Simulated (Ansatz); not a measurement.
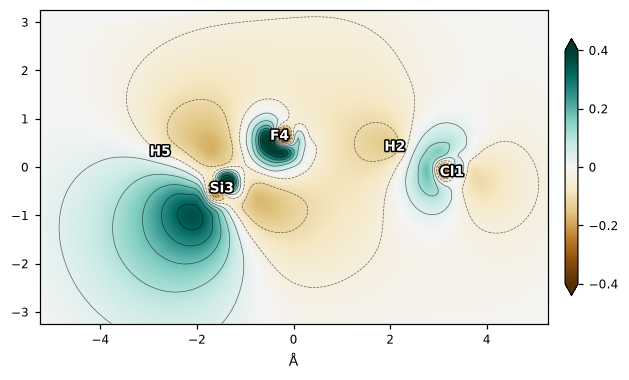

Figure 1: HCl···FH3Si (SMILES Cl.[SiH3]F). The LUMO on the plane of atoms F4, Si3 and H5 (values in Å⁻³ᐟ²; the overall sign is arbitrary).

Geometry: rigid move from PBE0-D4/def2-TZVP.

The calculation used RKS PBE0-D4/def2-TZVPPD (Ansatz).

```xyz
7

Cl   -0.2560    0.3562   -3.2361
H     0.3773    0.3268   -2.1189
Si   -0.0646   -0.1969    1.5025
F     0.8609    0.1172    0.2203
H     0.8113   -0.1849    2.6952
H    -0.6774   -1.5284    1.3002
H    -1.0955    0.8615    1.5839
```

### Describe this orbital and give its energy.

By Hirshfeld shares it lies mainly on Si3 (about 60 %), F4 (about 10 %), H2 (about 5 %), H6 (about 5 %), H7 (about 5 %) and H5 (about 5 %). Its energy is −0.69 eV.
